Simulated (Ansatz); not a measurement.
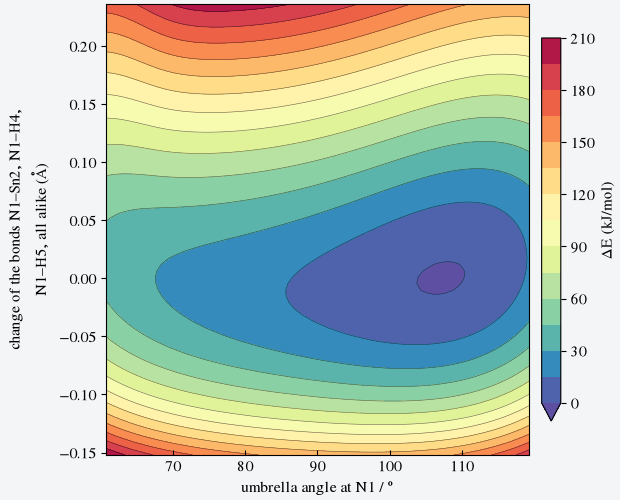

FH₃NSn, SMILES [NH2][SnH][F], spin multiplicity 2. Coordinates scanned: (1) umbrella angle at N1 (between each of its bonds and their common axis; 90 is planar); (2) change of the bonds N1–Sn2, N1–H4, N1–H5, all alike. Nothing is relaxed (all other coordinates rigid). Grid: 15 × 15 points. Points are written as (first, second). Energies: kJ/mol, counted from the lowest grid point. Level of theory: Ansatz, UKS PBE-D4/def2-SVP.

Drawn: filled contours. Between grid points the surface is interpolated.

The lowest grid point is at (106.7°, −0.014 Å). It is the only kind of minimum in the scanned range. The highest grid point, (60.7°, −0.152 Å), lies 208 kJ/mol above the lowest.

The level of theory is changed to Ansatz 0.2.0, UHF/def2-SVP; with it change the reference geometry, relaxed at the new level; the new grid has 15 × 15 points, laid about the new relaxed structure.

Q: What does this change do to the map?

A: The minimum (interpolated where it lies between grid points) moves from about (107°, 0.000 Å) to about (104°, 0.000 Å). The curvature at the minimum changes from about 5.8 to 4.9 eV/rad² along the first coordinate and from about 94 to 120 eV/Å² along the second coordinate.

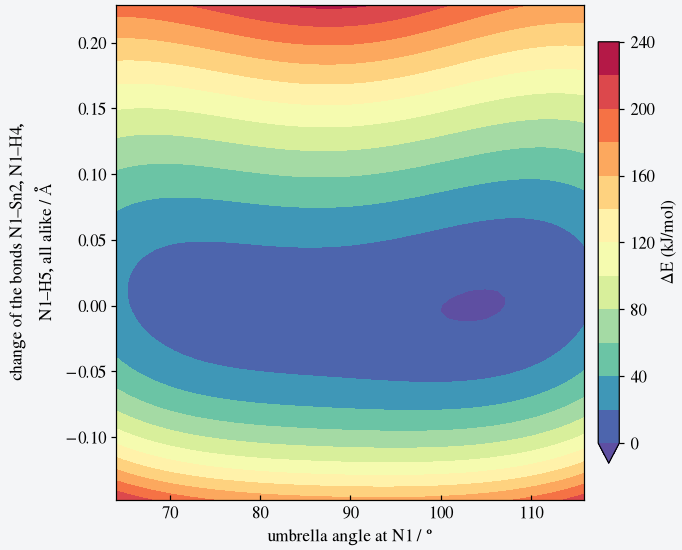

The map after the change, on a colour scale of its own. The picture shows filled contours. Between grid points the surface is interpolated.
